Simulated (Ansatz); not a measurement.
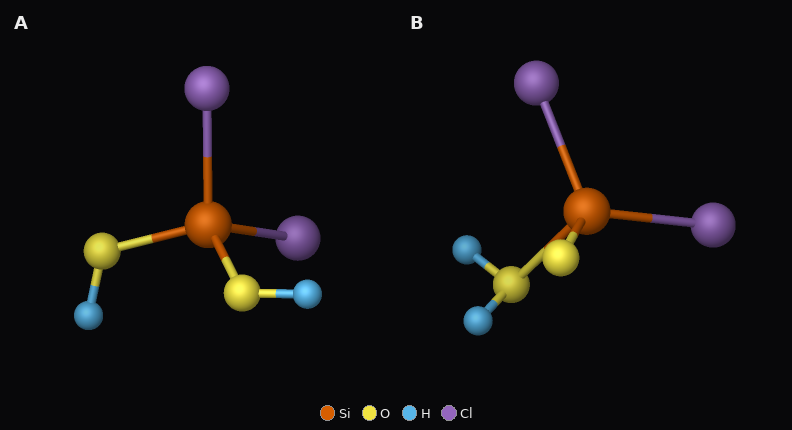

2 stationary structures of one formula. Geometries: PBE0-D4/def2-TZVP. Electronic energies: PBE0-D4/def2-TZVP (Ansatz 0.2.0), without zero-point energy. No frequency run is at hand to confirm each as a minimum. Each is one conformer, not always the lowest.

**Which is lowest in energy, and by how much?**

A is lowest (C1, a minimum); B lies 207.6 kJ/mol above it (C1).
